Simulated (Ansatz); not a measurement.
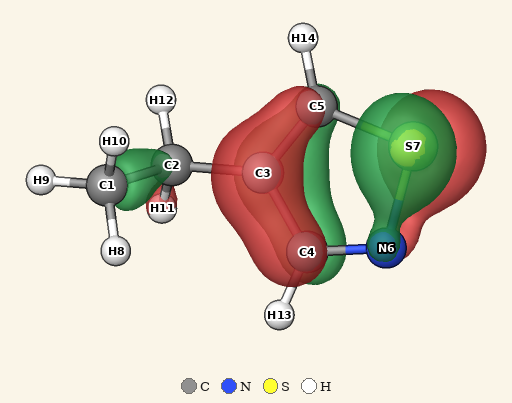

*C₅H₇NS. The HOMO at ±0.15 Å⁻³ᐟ² (green and red are the two phases), seen across its widest extent.*

Geometry: PBE0-D3(BJ)/def2-SVP.

Level of theory: isolated molecule in a Gaussian basis; Kohn-Sham density functional theory, functional PBE0 in Ansatz.

Input file:

```
crystal:
  periodic: [false, false, false]
  atoms:
    - {symbol: C, position_ang: [-1.506652, -0.025296, 1.153232]}
    - {symbol: C, position_ang: [-0.377444, 0.590675, 0.331291]}
    - {symbol: C, position_ang: [-0.033562, -0.212959, -0.887195]}
    - {symbol: C, position_ang: [-0.809578, -0.248510, -2.087462]}
    - {symbol: C, position_ang: [1.037418, -1.063795, -1.028164]}
    - {symbol: "N", position_ang: [-0.392601, -1.030260, -3.054063]}
    - {symbol: S, position_ang: [0.993436, -1.796818, -2.571890]}
    - {symbol: H, position_ang: [-2.425714, -0.126961, 0.555510]}
    - {symbol: H, position_ang: [-1.742566, 0.595392, 2.031020]}
    - {symbol: H, position_ang: [-1.232314, -1.030215, 1.508596]}
    - {symbol: H, position_ang: [-0.661638, 1.609844, 0.019462]}
    - {symbol: H, position_ang: [0.521739, 0.702789, 0.957048]}
    - {symbol: H, position_ang: [-1.719613, 0.340138, -2.247146]}
    - {symbol: H, position_ang: [1.825092, -1.271693, -0.303080]}
basis:
  gaussian: {orbitals: def2-SVPD}
hamiltonian: {xc: {name: PBE0}}
output: {forces: true, orbitals: {seedname: orbitals}}
```

Launched as:

```sh
ansatz run input.yaml --threads 4 --pin off --max-ram 7830MiB --events-out events.jsonl --progress --plain --runs-dir runs
```

### Where does this orbital lie, and at what energy?

Its weight (Hirshfeld) is mainly on S7 (about 40 %), C3 (about 25 %), C4 (about 15 %) and C5 (about 10 %). Its energy is −7.27 eV.
